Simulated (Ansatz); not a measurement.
## Electronic structure of H7NOSi2Zn (SMILES [OH][Zn][N]([SiH3])[SiH3]) in real space

Input

```
crystal:
  periodic: [false, false, false]
  atoms:
    - symbol: "N"
      position_ang: [0.062838, -0.105855, 0.050345]
    - symbol: O
      position_ang: [-0.836909, 3.351435, -0.331314]
    - symbol: Si
      position_ang: [-0.868177, -1.087826, 1.143261]
    - symbol: Si
      position_ang: [1.455909, -0.698087, -0.806483]
    - symbol: Zn
      position_ang: [-0.431658, 1.638848, -0.190740]
    - symbol: H
      position_ang: [-1.458326, 3.563596, -1.034681]
    - symbol: H
      position_ang: [-2.008358, -0.263992, 1.662698]
    - symbol: H
      position_ang: [-1.436934, -2.300663, 0.471315]
    - symbol: H
      position_ang: [-0.066047, -1.563316, 2.316256]
    - symbol: H
      position_ang: [2.559464, -1.124537, 0.113113]
    - symbol: H
      position_ang: [1.977305, 0.404980, -1.678258]
    - symbol: H
      position_ang: [1.127792, -1.869683, -1.681512]
basis:
  gaussian: {orbitals: def2-SVPD}
hamiltonian: {xc: pbe0}
output: {forces: true, orbitals: {seedname: orbitals}}
```

Run with:

```sh
ansatz run input.yaml --threads 2 --pin off --max-ram 6090MiB --events-out events.jsonl --progress --plain --runs-dir runs
```

Geometry: PBE0-D4/def2-SVP.

All numbers below come from Ansatz, isolated molecule in a Gaussian basis; Kohn-Sham density functional theory, functional PBE0.

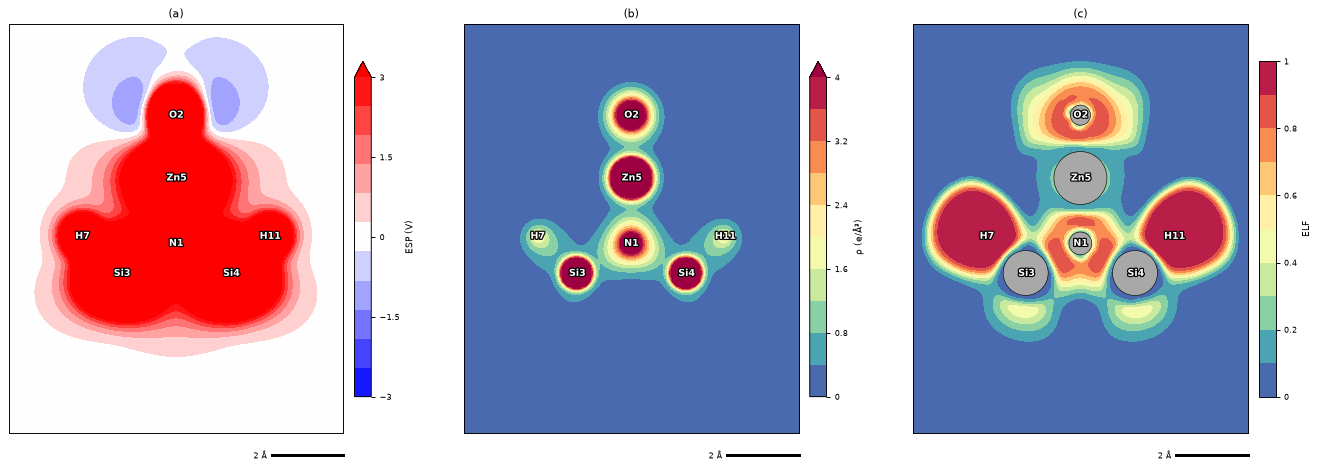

Figure 1. (a) molecular electrostatic potential; (b) total electron density; (c) ELF on the plane of atoms Si3, N1 and Si4. Grey discs cover the atomic cores in the ELF map.

Interpret the plot.

The plane passes through N, O, Si, Zn and H nuclei. Si–N (1.74 Å): the density is about 1 e/Å³ at the midpoint; the ELF peaks at about 0.90 between the atoms; a polar covalent bond. Zn–O (1.77 Å): the density is about 0.89 e/Å³ at the midpoint; the ELF peaks at about 0.85 in the valence shell of O, 0.6 Å from its nucleus, and is about 0.20 at the midpoint. Zn–N (1.83 Å): the density is about 0.83 e/Å³ at the midpoint; the ELF peaks at about 0.85 in the valence shell of N, 0.7 Å from its nucleus, and is about 0.25 at the midpoint. Si–H (1.50 Å): ρ is about 0.75 e/Å³ halfway; the ELF climbs to about 1 towards the hydrogen, as it does in any bond to H. Outside the dense part of the molecule the potential is most negative (−1.3 V) near O2.

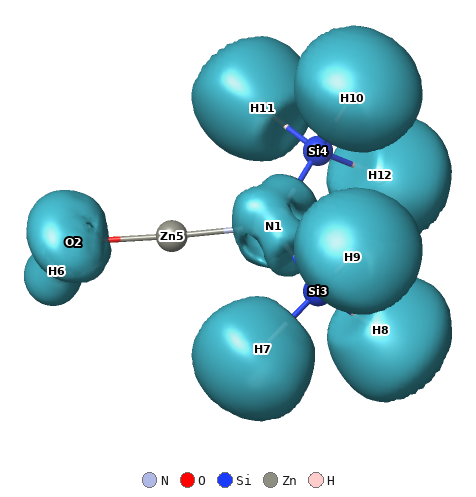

Figure 2. Isosurface of the ELF at 0.8 (cyan), seen at a tilt. Only the valence region is drawn (cores and ρ < 0.01 e/Å³ removed).

Where are the electrons localised?

The surface consists of six regions around hydrogen nuclei, one region on N in which the atom's valence shell and bonds are merged and one joined region spread over several atoms (H, O), in which their bonds and any lone pairs are merged.

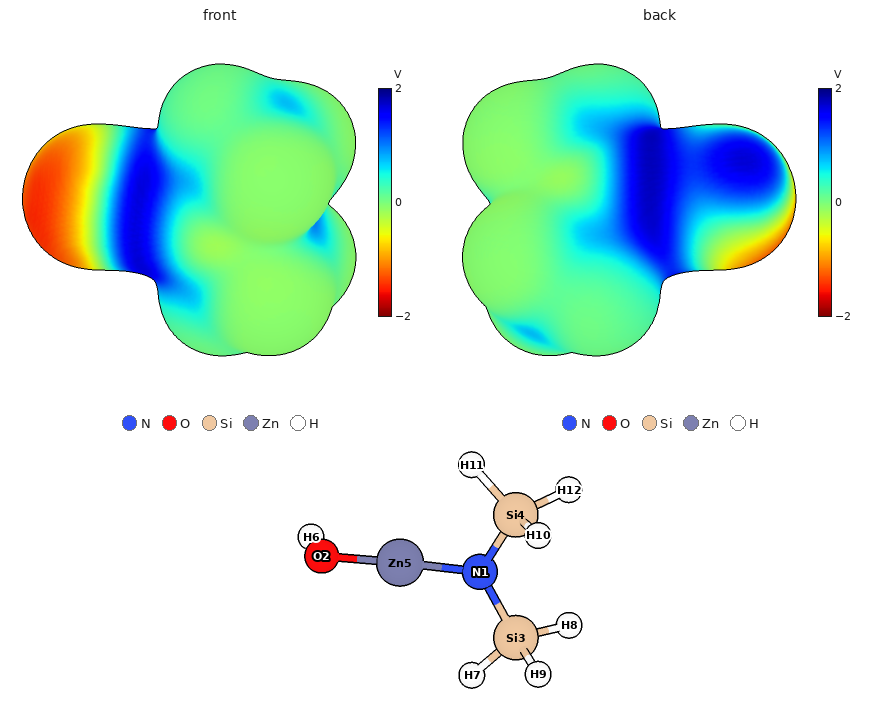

Figure 3. The electrostatic potential painted on the density surface at 0.001 e/bohr³, seen from the front and from behind; the colour scale runs from red (negative) to blue (positive). The bare structure is drawn below in the same view.

Where is the surface potential most negative and most positive?

The most negative region (about −1.5 V) lies over O2, the most positive (about +1.8 V) over Zn5. O2 is the likeliest acceptor of a hydrogen bond.

What dipole moment does the calculation give?

Its dipole moment is 1.29 D.
